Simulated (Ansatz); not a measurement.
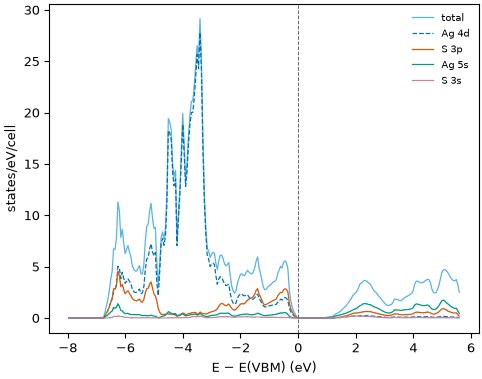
Total and projected density of states of Ag$_{2}$S in space group Cmcm (No. 63; Ag on 4b, Ag on 4c, S on 4c), LDA in the plane-wave PAW code Ansatz

Q: Which orbitals carry the states next to the gap?

A: Top 1 eV of the valence band: S 3p 51 %, Ag 4d 36 %, Ag 5s 9 %. Bottom 1 eV of the conduction band: Ag 5s 48 %, S 3p 13 %, S 3s 10 %, Ag 4d 8 %, outside the projected shells 21 %. Projections are on Löwdin-orthogonalised atomic valence shells; empty p or d shells of many metals are not among them.

Q: Where is the tallest occupied peak in this window, and what makes it?

A: Near -3.4 eV, about 29 states/eV per cell; the largest projected share is Ag 4d.

The first step of the workflow began from a Materials Project structure, measured or hypothetical; the Crystallography Open Database copy checked does not list it. COD files the formula under space group No. 4, 14, so this cell is another polymorph or a model. Its standing as an ambient phase is unchecked. The LDA relaxation kept the symmetry of its start; of distortions, only those at the zone centre were tested. No spin polarisation was allowed. Spin–orbit coupling is left out wherever it is not named.

Potentials: the later of the program's two PAW sets.
